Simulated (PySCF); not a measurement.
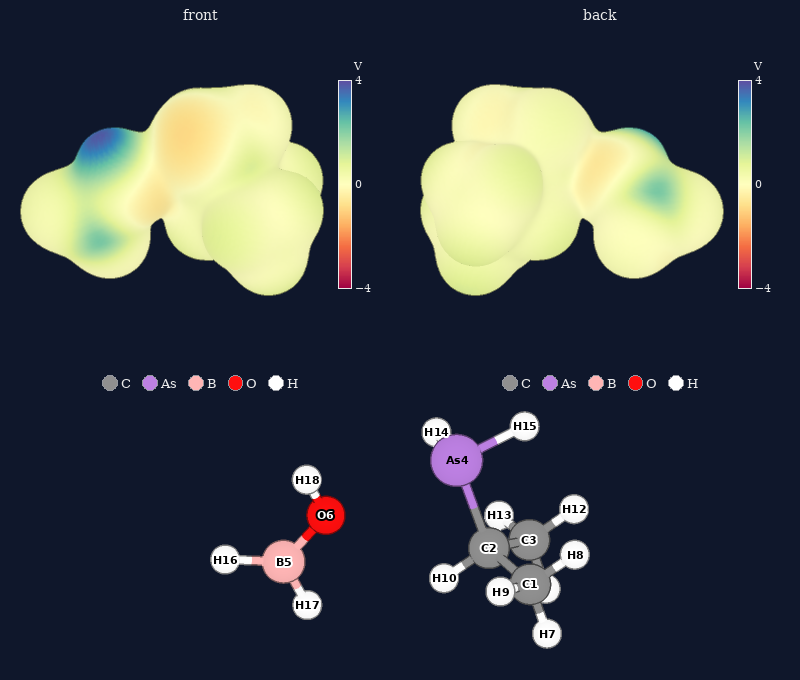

Figure. C$_{3}$H$_{12}$AsBO. The molecular electrostatic potential painted on the density surface at 0.004 e/bohr³, seen from the front and from behind; the colour scale runs from red (negative) to blue (positive). The bare structure is drawn below in the same view.

Geometry: GFN2-xTB; at this geometry the atoms fall into two loosely joined parts.

The calculation used PBE0/def2-SVPD, SCF density, gas phase (PySCF 2.14.0).

```xyz
18

C    -1.1579    1.6249    0.3922
C    -0.7434    0.2683   -0.1675
C    -1.9549   -0.5166   -0.6483
As    0.3060   -0.7162    1.2096
B     2.9738   -0.2277   -1.7823
O     2.4774   -0.4917   -0.5793
H    -1.6985    2.2095   -0.3528
H    -1.8062    1.4951    1.2607
H    -0.2808    2.1949    0.7037
H    -0.0690    0.4319   -1.0147
H    -2.5015    0.0393   -1.4115
H    -2.6359   -0.7147    0.1809
H    -1.6491   -1.4720   -1.0758
H     0.2165   -2.0435    0.5154
H    -0.9184   -1.0888    2.0208
H     4.1240   -0.3272   -2.0214
H     2.2061    0.1091   -2.6003
H     3.1031   -0.7681    0.0941
```

Describe the electrostatic potential map.

Answer. The most negative region (about −0.9 V, or −21 kcal/mol for a unit charge) lies over As4, the most positive (about +3.6 V, or +83 kcal/mol for a unit charge) over H18.

What dipole moment does the calculation give?

Answer. Its dipole moment is 0.92 D.
